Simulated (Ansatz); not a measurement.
Fields on a plane of Bi4Te3 (space group R-3m)

```yaml
crystal:
  lattice:
    - [2.20424, 1.27262, 13.67179]
    - [-2.20424, 1.27262, 13.67179]
    - [0.00000, -2.54523, 13.67179]
  atoms:
    - { symbol: Bi, position: [0.28562, 0.28562, 0.28562] }
    - { symbol: Bi, position: [0.71438, 0.71438, 0.71438] }
    - { symbol: Bi, position: [0.14656, 0.14656, 0.14656] }
    - { symbol: Bi, position: [0.85344, 0.85344, 0.85344] }
    - { symbol: Te, position: [0.00000, 0.00000, 0.00000] }
    - { symbol: Te, position: [0.57756, 0.57756, 0.57756] }
    - { symbol: Te, position: [0.42244, 0.42244, 0.42244] }
```

The slice is a (0001) plane (indices of the conventional cell) through the point (0.286, 0.286, 0.286) (fractional), spanned by u = [1 0 -1] and v = [-1 2 -1] in vectors of this cell: u (4.41 Å) and v (7.64 Å, at 90° to u). It covers one period; positions are fractions (u, v).

Atoms on it: Bi at (0.00, 0.00); Bi at (0.50, 0.50).

These are LDA (plane waves to 420 eV, PAW, scalar-relativistic; Ansatz, a quantum-chemistry and plane-wave program) values and carry that method's errors. k mesh 12×12×12. Inside the PAW spheres the values are not all-electron values, and peaks at nuclei hang on which shells count as valence. At this level the bands of Bi4Te3 touch or barely overlap. Bi4Te3 was relaxed with its symmetry unable to fall. Spin-orbit coupling is left out, though Bi and Te are heavy.

```
|9999775522110000001122557799|
|8877554422110000001122445577|
|5555442211000000000011224455|
|3333221100000000000000112233|
|1111110000000000000000001111|
|1111000000000000000000000011|
|1111000000111111111100000011|
|1111111111222233222211111111|
|1111111122445555554422111111|
|0011112244557788775544221111|
|0000113355779999997755331100|
|0000113355889999998855331100|
|0000112255779999997755221100|
|0000112244557788775544221100|
|0000001122445555554422110000|
|0000000011223333332211000000|
|0000000000111111111100000000|
|0000000000001111110000000000|
|1111110000001111110000001111|
|3322221111111111111111112222|
|5555442211111111111111224455|
|8877554422111100111122445577|
|9999775533110000001133557799|
|9999885533110000001133558899|
```
Scale: ten equal steps from -1.29 (start of '0') to 0.91 (end of '9'), in the order '0123456789'. Values: log₁₀ of the valence density in e/Å³. The map has 14 points along u (two characters each, u = 0 at the left) and 24 along v (v = 0 in the bottom row). The scale is logarithmic, as a density can span decades between atoms and voids.

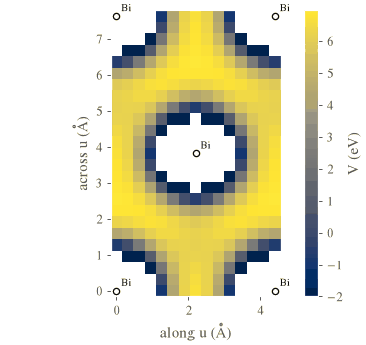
Electrostatic potential energy of an electron, from the cell's mean, in eV, one period of the plane, atoms marked. Points within 1 Å of a nucleus are left white, as the pseudised field means little there. Values under -2 eV are set to -2. The zero, the cell's mean, hangs on the PAW cores.
